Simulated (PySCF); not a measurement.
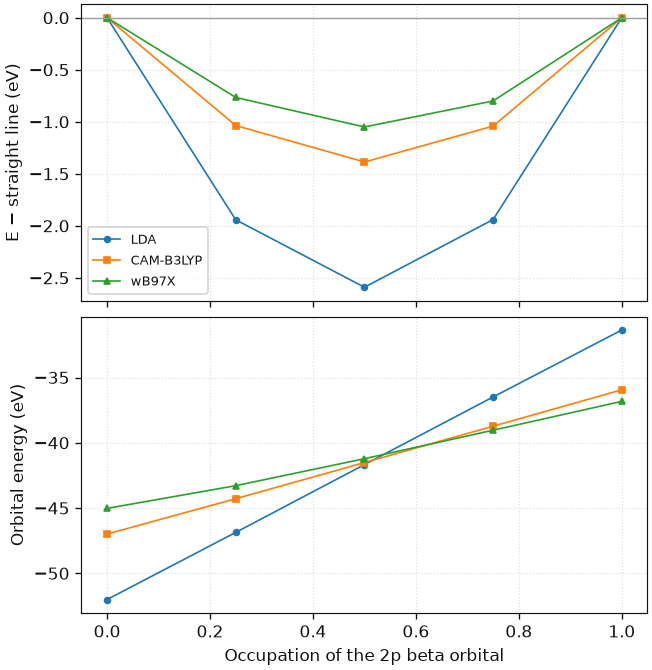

One 2p beta orbital of Ne⁺ ([He] 2s² 2p⁵) is emptied in steps. The plot gives the energy less the straight line between the integer ends; the lower panel gives the orbital energy. PySCF, def2-SVP, non-relativistic, unrestricted single determinants, no spin-orbit coupling.

**Describe the curvature of each method.**

LDA: convex (delocalisation error), largest departure −2.6 eV, removal energy 41.68 eV, orbital energy from −31.4 eV when full to −52.0 eV when empty; CAM-B3LYP: convex (delocalisation error), largest departure −1.4 eV, removal energy 41.50 eV, orbital energy from −35.9 eV when full to −47.0 eV when empty; wB97X: convex (delocalisation error), largest departure −1.0 eV, removal energy 41.13 eV, orbital energy from −36.8 eV when full to −45.0 eV when empty. The measured removal energy is 40.96 eV. The exact energy is a straight line between whole electron numbers.
